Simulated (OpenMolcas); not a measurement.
# triplet GaH2OF: levels of theory compared

Aim: a comparison of 6 runs (U-r2SCAN/cc-pVDZ, UBHLYP/cc-pVDZ, UBLYP/cc-pVDZ, UPBE/cc-pVDZ, USVWN5/cc-pVDZ, UB3LYP/6-31G*) of triplet GaH2OF. 

The results are computed with OpenMolcas 26.06.

4 further runs of the same task are left out: 1 that didn't finish, 3 set aside as unsound or not needed.

### 1 Starting point

GaH2OF: 5 atoms, total charge 0, spin state triplet. SMILES of the parent species: `[OH][GaH][F]`. Geometry: relaxed at PBE0-D4/def2-TZVP. This is one conformer, not always the lowest. That shape belongs to the parent species and isn't relaxed for this state.

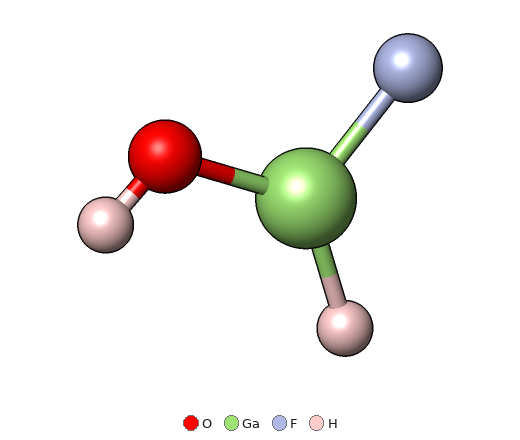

Viewed from a chosen angle; oxygen red, gallium green, fluorine light blue, hydrogen pink.

### 2 A single-point energy at U-r2SCAN/cc-pVDZ (run 1)

Input file run.input:

```
* FGaH2O Kohn-Sham DFT
&gateway
baslib = $CurrDir
coord
5
angstrom
O       -1.130400      -0.588700      -0.283800
Ga       0.383700       0.280500       0.015600
F        0.438300       1.777800      -0.881200
H       -1.210600      -1.420700       0.187200
H        1.569000      -0.122600       0.920900
basis = cc-pVDZ
group = NoSym
&seward
gridinput
Grid=UltraFine
End of Grid
&scf
uhf
spin = 3
ksdft = 2
1.0 MGGA_X_R2SCAN
1.0 MGGA_C_R2SCAN
thresholds = 1e-10 1e-07 1e-07 1e-05
prorbitals = 0
```

The basis set cc-pVDZ is read from a file made from the Basis Set Exchange's data (not shown).

The run is started by

```
$ export MOLCAS_MEM=1860
$ pymolcas run.input > run.log
```

Log:

```text
--- Start Module: gateway ---
[...]
--- Stop Module: gateway /rc=_RC_ALL_IS_WELL_ ---
--- Start Module: seward ---
[...]
      Basis functions           65
--- Stop Module: seward /rc=_RC_ALL_IS_WELL_ ---
[...]
--- Start Module: scf ---
[...]
       Convergence after  47 Iterations
[...]
::    Total KS-DFT energy                           -2100.8314763853
[...]
      Total spin, S                                     1.0045213529
[...]
      Total electronic charge=   50.000000
      Total            charge=   -0.000000
[...]
      Dipole Moment (debye):
      Origin of the operator (angstrom)=    0.1610    0.3978   -0.1802
                   X=  5.3727E+00               Y= -2.3582E+00               Z=  4.4329E+00           Total=  7.3537E+00
      Quadrupole Moment (debye*angstrom):
[...]
--- Stop Module: scf /rc=_RC_ALL_IS_WELL_ ---
[...]
```

It took 88 s on 1 thread of Arm Neoverse V1, shared host; peak memory 0.4 GiB.

### 3 The energy at UBHLYP/cc-pVDZ (run 2)

Input file job.input:

```
* FGaH2O Kohn-Sham DFT
>>> EXPORT MOLCAS_PRINT=2

&GATEWAY
  BasLib = $CurrDir
  Coord
  5
  angstrom
  O       -1.130400      -0.588700      -0.283800
  Ga       0.383700       0.280500       0.015600
  F        0.438300       1.777800      -0.881200
  H       -1.210600      -1.420700       0.187200
  H        1.569000      -0.122600       0.920900
  Basis = cc-pVDZ
  Group = NoSym

&SEWARD
  GridInput
  Grid=UltraFine
  End of Grid

&SCF
  UHF
  Spin = 3
  KSDFT = HYB_GGA_XC_BHANDHLYP
  Thresholds = 1e-10 1e-07 1e-07 1e-05
  PrOrbitals = 1 2
```

The basis set cc-pVDZ is read from a file made from the Basis Set Exchange's data (not shown).

The run is started by

```
$ export MOLCAS_MEM=1860
$ pymolcas job.input > job.log
```

Log:

```text
--- Start Module: gateway ---
[...]
--- Stop Module: gateway /rc=_RC_ALL_IS_WELL_ ---
--- Start Module: seward ---
[...]
      Basis functions           65
--- Stop Module: seward /rc=_RC_ALL_IS_WELL_ ---
[...]
--- Start Module: scf ---
[...]
       Convergence after  74 Iterations
[...]
::    Total KS-DFT energy                           -2100.8105858469
[...]
      Total spin, S                                     1.0042751881
[...]
      Total electronic charge=   50.000000
      Total            charge=   -0.000000
[...]
      Dipole Moment (debye):
      Origin of the operator (angstrom)=    0.1610    0.3978   -0.1802
                   X= -3.6451E+00               Y= -5.3001E+00               Z=  1.2715E+00           Total=  6.5570E+00
      Quadrupole Moment (debye*angstrom):
[...]
--- Stop Module: scf /rc=_RC_ALL_IS_WELL_ ---
[...]
```

Run time: 86 s. Hardware: 1 thread of Arm Neoverse V1, shared host; peak memory 0.4 GiB.

Runs 3 to 4 aren't shown in full; the table further down has their settings and results.

### 4 A single-point energy at USVWN5/cc-pVDZ (run 5)

Input file calc.input:

```
&gateway
 baslib
 $CurrDir
 coord
 5
 bohr
 O     -2.13614641    -1.11248177    -0.53630427
 Ga     0.72508791     0.53006818     0.02947973
 F      0.82826696     3.35955510    -1.66522666
 H     -2.28770245    -2.68473391     0.35375673
 H      2.96498029    -0.23168042     1.74024879
 basis
 cc-pVDZ
 group
 NoSym

&seward
 gridinput
 Grid=UltraFine
 End of Grid

&scf
 uhf
 spin
 3
 ksdft
 SVWN5
 thresholds
 1e-10 1e-07 1e-07 1e-05
 prorbitals
 1 1
```

The basis set cc-pVDZ is read from a file made from the Basis Set Exchange's data (not shown).

The run is started by

```
$ export MOLCAS_MEM=1860
$ pymolcas calc.input > calc.log
```

Log:

```text
--- Start Module: gateway ---
[...]
--- Stop Module: gateway /rc=_RC_ALL_IS_WELL_ ---
--- Start Module: seward ---
[...]
      Basis functions           65
--- Stop Module: seward /rc=_RC_ALL_IS_WELL_ ---
[...]
--- Start Module: scf ---
[...]
       Convergence after 100 Iterations
[...]
::    Total KS-DFT energy                           -2096.7238520564
[...]
      Total spin, S                                     1.0011621041
[...]
      Total electronic charge=   50.000000
      Total            charge=   -0.000000
[...]
      Dipole Moment (debye):
      Origin of the operator (angstrom)=    0.1610    0.3978   -0.1802
                   X=  1.6879E+00               Y= -4.7736E+00               Z= -1.3692E+00           Total=  5.2451E+00
      Quadrupole Moment (debye*angstrom):
[...]
--- Stop Module: scf /rc=_RC_ALL_IS_WELL_ ---
[...]
```

It took 73 s on 1 thread of Arm Neoverse V1, shared host; peak memory 0.4 GiB.

### 5 The energy at UB3LYP/6-31G(d) (Cartesian functions) (run 6)

Input file mol.input:

```
&GATEWAY
 BasLib = $CurrDir
 Coord
 5
 angstrom
 O       -1.130400      -0.588700      -0.283800
 Ga       0.383700       0.280500       0.015600
 F        0.438300       1.777800      -0.881200
 H       -1.210600      -1.420700       0.187200
 H        1.569000      -0.122600       0.920900
 Basis = 6-31Gs
 Group = NoSym

&SEWARD
 GridInput
 Grid=UltraFine
 End of Grid

&SCF
 UHF
 Spin = 3
 KSDFT = B3LYP
 Thresholds = 1e-10 1e-07 1e-07 1e-05
 PrOrbitals = 1
```

The basis set 6-31G* is read from a file made from the Basis Set Exchange's data (not shown).

The run is started by

```
$ export MOLCAS_MEM=1860
$ pymolcas mol.input > mol.log
```

Log:

```text
--- Start Module: gateway ---
[...]
--- Stop Module: gateway /rc=_RC_ALL_IS_WELL_ ---
--- Start Module: seward ---
[...]
      Basis functions           69
--- Stop Module: seward /rc=_RC_ALL_IS_WELL_ ---
[...]
--- Start Module: scf ---
[...]
       Convergence after  41 Iterations
[...]
::    Total KS-DFT energy                           -2100.7103913571
[...]
      Total spin, S                                     1.0023414023
[...]
      Total electronic charge=   50.000000
      Total            charge=   -0.000000
[...]
      Dipole Moment (debye):
      Origin of the operator (angstrom)=    0.1610    0.3978   -0.1802
                   X= -7.8173E-01               Y= -3.2113E+00               Z=  1.9498E+00           Total=  3.8373E+00
      Quadrupole Moment (debye*angstrom):
[...]
--- Stop Module: scf /rc=_RC_ALL_IS_WELL_ ---
[...]
```

Run time: 48 s. Hardware: 1 thread of Arm Neoverse V1, shared host; peak memory 0.41 GiB.

### 6 All runs side by side

```
run                                level  Cartesian functions   energy (Eh)  dipole moment (D)  HOMO energy (eV)   ⟨S²⟩  wall time
  1                     U-r2SCAN/cc-pVDZ                   no  -2100.831476               7.35             -2.53  2.014       88 s
  2                       UBHLYP/cc-pVDZ                   no  -2100.810586               6.56             -3.67  2.013       86 s
  3                        UBLYP/cc-pVDZ                   no  -2100.978736               2.30             -2.08  2.003       77 s
  4                         UPBE/cc-pVDZ                   no  -2100.465105               3.28             -2.28  2.003       68 s
  5                       USVWN5/cc-pVDZ                   no  -2096.723852               5.25             -2.53  2.003       73 s
  6  UB3LYP/6-31G* (Cartesian functions)                  yes  -2100.710391               3.84             -2.86  2.007       48 s
```

### 7 Outcome

```
                                 quantity           value
                      run 6: total energy  -2100.71039 Eh
                     run 6: dipole moment          3.84 D
run 6: HOMO energy (highest over α and β)        -2.86 eV
                              run 6: ⟨S²⟩           2.007
```

The dipole moment (its size) runs from 2.30 D (UBLYP/cc-pVDZ) to 7.35 D (U-r2SCAN/cc-pVDZ). So wide a spread suggests that the runs ended on unlike SCF solutions, not only an effect of the method. Totals of different functionals can't be ranked against each other. All runs together took 7.3 min, the longest 88 s.
